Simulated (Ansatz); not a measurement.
# CCSD/6-311+G(d,p) run of S2F2 (SMILES FSSF)

Aim: the energy change on altering one bond length of S2F2 at CCSD/6-311+G**, from 2 runs. 

The results are computed with Ansatz 0.2.0.

35 further runs of the same task are left out: 35 set aside as unsound or not needed.

## (1) Starting point

S2F2: 4 atoms, total charge 0, spin state singlet. SMILES: `FSSF`. The coordinates come from a PBE0-D4/def2-TZVP relaxation.

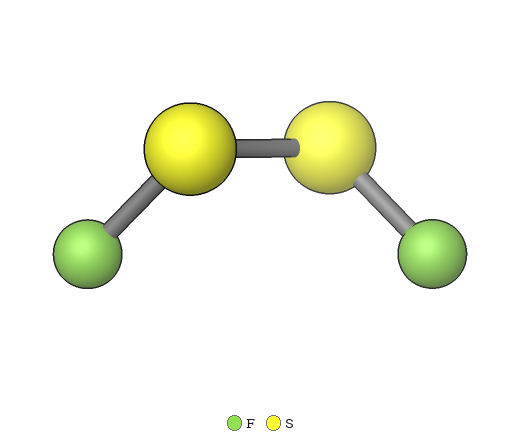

Viewed from a chosen angle; fluorine green, sulfur yellow.

## (2) The energy at CCSD/6-311+G(d,p)

Input file input.yaml:

```yaml
crystal:
  periodic: [false, false, false]
  atoms:
    - {symbol: F, position_ang: [-1.783750, -0.199930, -0.621590]}
    - {symbol: S, position_ang: [-0.467670, 0.764150, -0.632370]}
    - {symbol: S, position_ang: [1.044990, -0.276390, -0.184720]}
    - {symbol: F, position_ang: [1.206410, -0.287820, 1.438680]}
basis:
  gaussian: {orbitals: 6-311+G_st__st_-spherical.json}
scf: {omitted_lower_state_checks: [cluster_reference, increment]}
correlation: {method: ccsd, frozen_orbitals: {F: 1, S: 5}}
accuracy: high
```

The basis set 6-311+G** is read from a file made from the Basis Set Exchange's data (not shown).

Run with:

```sh
$ ansatz run input.yaml --threads 1 --pin off --max-ram 3480MiB --events-out events.jsonl --progress --plain --runs-dir runs
```

What it wrote (excerpt; [...] marks lines left out):

```text
Warning: RAYON_NUM_THREADS=1 ignored (pool sized by the plan → 1); use --threads N
Functional definition: HF
  name "HF"
[...]
1776 factors; integrals over basis functions are off by at most 3.8e-9 eV
[...]
mean field -27046.09516198 eV, -993.9256647011 hartree, gradient 1.1e-8 eV, S^2 0.000000; 0 other end points of the search recorded, 0 dependent functions left out
12 core orbitals not correlated: weight in the atoms' cores, before any rotation towards them, 1.000 or more for the frozen orbitals, at most 0.000 for the correlated occupied ones
reference -27046.09516198 eV, -993.9256647011 hartree; 13, 13 occupied and 79, 79 virtual orbitals, 1776 factors
second order -18.52530789 eV of doubles, -0.00000000 eV of singles
cycle   1  -18.38028500 eV  change    1.5e-1 eV  update   1.2e-1
[...]
cycle  24  -19.06753683 eV  change  -6.3e-10 eV  update   1.4e-9
Total energy: -27065.16269881 eV, -994.6263837552 hartree
Checks for a lower state left out: cluster_reference, increment
```

Run time: 13 s. Hardware: 1 thread of Arm Neoverse V1, shared host; peak memory 0.53 GiB.

## (3) The distorted shape

Input file molecule.yaml:

```yaml
crystal:
  periodic: [false, false, false]
  atoms:
    - {symbol: F, position_ang: [-1.912886, -0.190786, -1.920308]}
    - {symbol: S, position_ang: [-0.596806, 0.773294, -1.931088]}
    - {symbol: S, position_ang: [0.915854, -0.267246, -1.483438]}
    - {symbol: F, position_ang: [1.206410, -0.287820, 1.438680]}
basis:
  gaussian: {orbitals: 6-311+G_st__st_-spherical.json}
correlation: {method: ccsd, frozen_orbitals: {F: 1, S: 5}}
accuracy: high
scf: {omitted_lower_state_checks: [cluster_reference, increment]}
```

The basis set 6-311+G** is read from a file made from the Basis Set Exchange's data (not shown).

Run with:

```sh
$ ansatz run molecule.yaml --threads 1 --pin off --max-ram 3480MiB --events-out events.jsonl --progress --plain --runs-dir runs
```

What it wrote (excerpt; [...] marks lines left out):

```text
Warning: RAYON_NUM_THREADS=1 ignored (pool sized by the plan → 1); use --threads N
Functional definition: HF
  name "HF"
[...]
1730 factors; integrals over basis functions are off by at most 2.5e-8 eV
[...]
mean field -27041.85651629 eV, -993.7698973450 hartree, gradient 2.6e-8 eV, S^2 0.000000; 0 other end points of the search recorded, 0 dependent functions left out; unrestricted orbitals would lower it
12 core orbitals not correlated: weight in the atoms' cores, before any rotation towards them, 1.000 or more for the frozen orbitals, at most 0.000 for the correlated occupied ones
reference -27041.85651629 eV, -993.7698973450 hartree; 13, 13 occupied and 79, 79 virtual orbitals, 1730 factors
second order -20.09230870 eV of doubles, -0.00000000 eV of singles
cycle   1  -18.83442526 eV  change    8.0e-1 eV  update   3.3e-1
[...]
cycle  52  -20.32772685 eV  change  -4.0e-10 eV  update   2.6e-9
WARN: these amplitudes may be one of several solutions (largest doubles amplitude 0.33, level shift 0.88 eV)
Total energy: -27062.18424314 eV, -994.5169275281 hartree
Checks for a lower state left out: cluster_reference, increment
```

Wall time 45 s (1 thread of Arm Neoverse V1, shared host); peak memory 0.65 GiB.

## (4) What came out

Level: CCSD/6-311+G**, 12 core orbitals frozen.

| quantity | value |
| --- | --- |
| first shape: total energy | -994.62638 Eh |
| first shape: correlation energy (12 core orbitals frozen) | -700.7 mEh |
| first shape: T1 diagnostic | 0.020 |
| distorted shape: total energy | -994.51693 Eh |
| distorted shape: correlation energy (12 core orbitals frozen) | -747.0 mEh |
| distorted shape: T1 diagnostic | 0.066 |
| energy change with the S3–F4 bond stretched from 1.631 to 2.937 Å | 2.978 eV |

**Reading.** One bond (distorted shape) is far stretched, which a spin-restricted single reference describes badly; a broken-symmetry solution may lie lower. With the S3–F4 bond stretched from 1.631 to 2.937 Å the energy rises by 2.98 eV (69 kcal/mol). The first shape isn't relaxed at this level, so the change isn't measured from a minimum. A restricted reference can't describe the breaking bond well at this length. The T1 diagnostic (distorted shape) of 0.066 is above the customary mark for such species, so a single reference may not serve. The restricted solution (distorted shape) is unstable to spin breaking: an unrestricted one lies lower.
